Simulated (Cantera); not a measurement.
A closed system holds: 1 mol SF6, 0.37 mol O2, 4.2 mol N2, 0.0082 mol SO2, held at 13300 Pa.

Cantera equilibrium calculation (NASA polynomials, part measured and part estimated; ideal gas, pure solids and liquids). Candidate condensed phases: S; 35 gas species. The tables' values for SOF2, SF3, S2F2 (SSF2), FS2F (FSSF) are old estimates; treat these amounts as uncertain. The numbers say what is thermodynamically allowed, not how fast it happens.

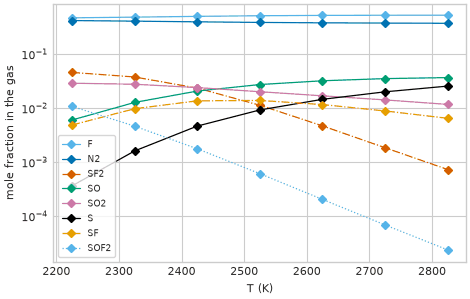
Equilibrium gas composition (values under 1e-9 drawn at 1e-9)

From 2225 K to 2825 K nothing is condensed.
